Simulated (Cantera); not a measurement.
Feed: 1 mol Mg(OH)2, 0.0074 mol C, 8.1 mol CO2, held at 60.0 Torr.

Equilibrium computed with Cantera from the NASA thermochemical tables; the gas is ideal and each condensed phase is pure. Candidate condensed phases: C, C6H6, C7H8, C8H18, H2O, Mg, MgCO3, MgO, Mg(OH)2; 116 gas species. Kinetics and transport are ignored.

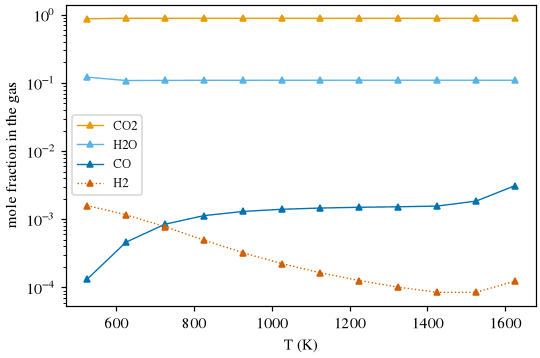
Fig. 1. Equilibrium gas composition (values under 1e-9 drawn at 1e-9)

Q: Read off the mole fractions at 1625 K.

A: CO2 about 0.89, H2O about 0.11, CO about 0.0031, H2 about 0.00012.
